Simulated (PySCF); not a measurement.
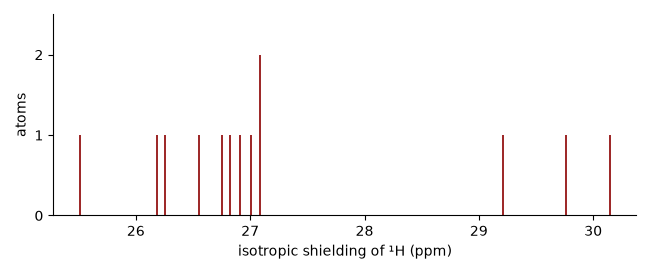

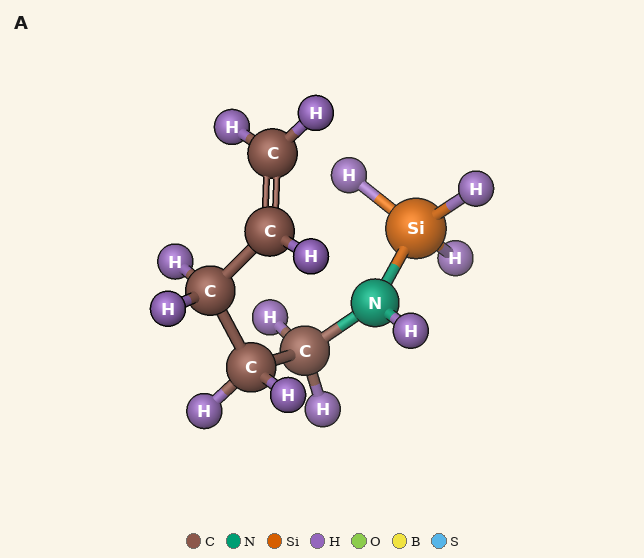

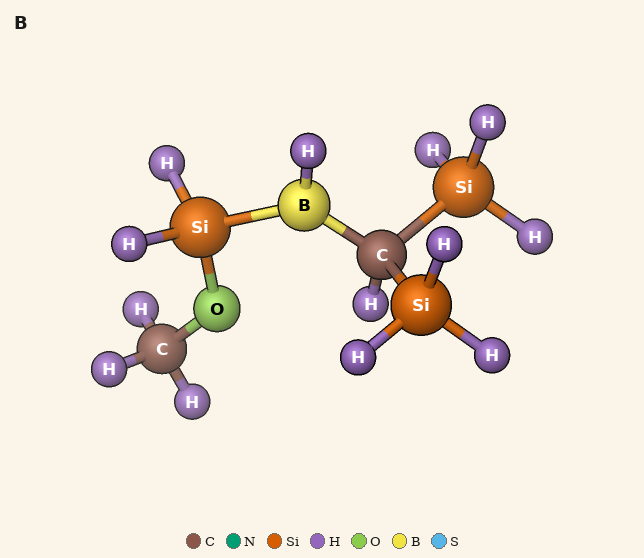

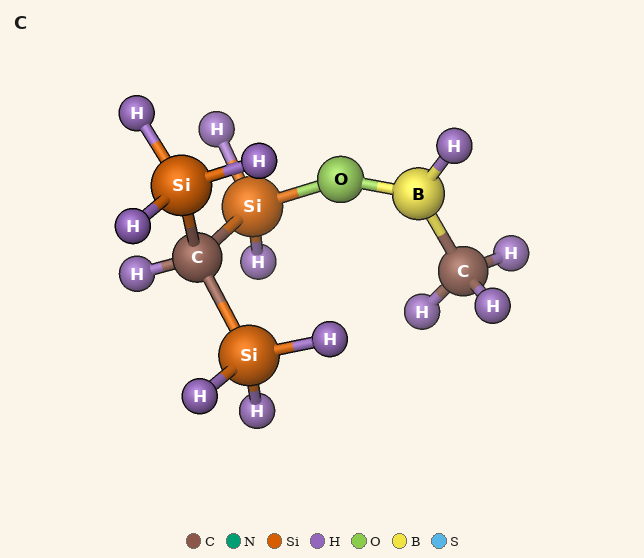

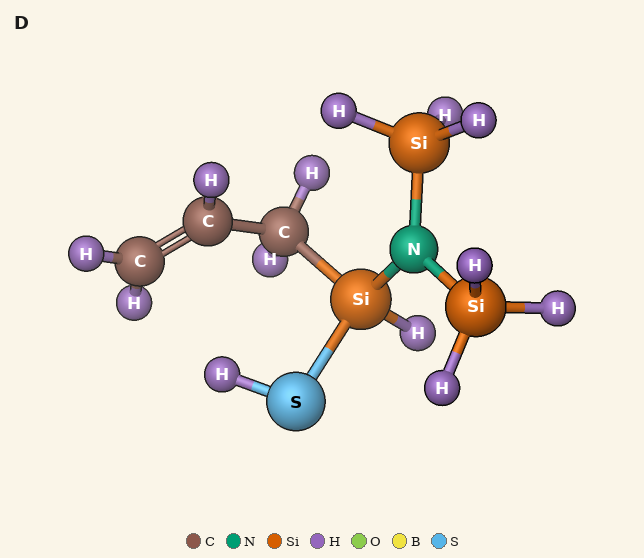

The sticks are computed shieldings of one of the molecules, for one fixed geometry (GFN2-xTB) without averaging over rotations. Low shielding means a high chemical shift. Method: GIAO PBE0/pcSseg-1 NMR shielding, non-relativistic, gas phase (PySCF 2.14.0).

> Which molecule gives this pattern?

D, `C=CC[Si@H](S)N([SiH3])[SiH3]`. Its 13 H atoms give lines at 25.51, 26.19, 26.26, 26.55, 26.76, 26.82, 26.91, 27.00, 27.08 (2 atoms), 29.21, 29.76, 30.15 ppm.

The geometry is semi-empirical. Around B, Si such bond lengths and angles can be off by a tenth of an ångström or more and by several degrees, and values that hang on the shape move with them.
